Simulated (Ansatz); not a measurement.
Geometry optimisation.

Program: Ansatz.

```
crystal:
  lattice:
    - [5.855846, 0.0, 0.0]
    - [0.0, 5.855846, 0.0]
    - [0.0, 0.0, 5.855846]
  atoms:
    - { symbol: Br, position: [0.0, 0.5, 0.5] }
    - { symbol: Br, position: [0.5, 0.0, 0.5] }
    - { symbol: Br, position: [0.5, 0.5, 0.0] }
    - { symbol: Pb, position: [0.5, 0.5, 0.5] }
    - { symbol: Cs, position: [0.0, 0.0, 0.0] }
  symmetry: { tolerance: 0.0003 }
kpoints:
  mp_grid: { grid: [3, 3, 3], shift: [0, 0, 0] }
magnetization:
  spin_polarized: false
scf:
  occupations: { method: fermi_dirac, width: 0.0806 }
hamiltonian:
  pseudopotentials: { kind: paw }
  xc: pbe
basis:
  ecutwfc: 420
output:
  forces: true
  stress: true
  eigenvalues: true
relax:
  max_steps: 40
  cell: {}
```

Launched with:
```bash
ansatz run input.yaml --threads 1 --pin off --max-ram 2560MiB --backend cpu --events-out ev --progress --plain --runs-dir out
```

Q: How does the optimisation go?

A: The optimisation met its thresholds at geometry 4, counting the start as the first. The energy fell by about 9.7 meV/atom from the first step to the last. All forces vanish by symmetry, so only the cell moves. The volume grows from 40.2 to 42.7 Å³ per atom (+6 %).

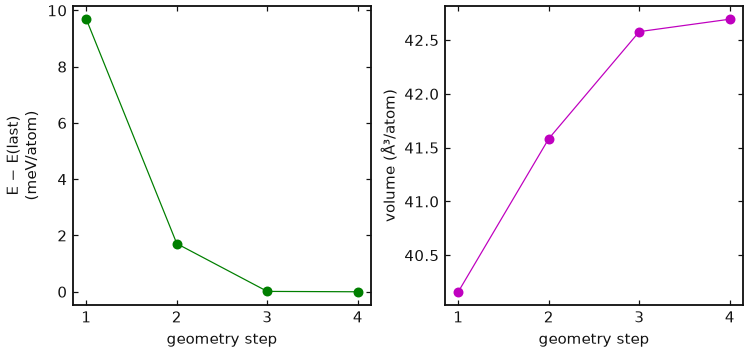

History of the run, step by step. Atoms and cell relax. A closing SCF on a freshly chosen basis isn't drawn.
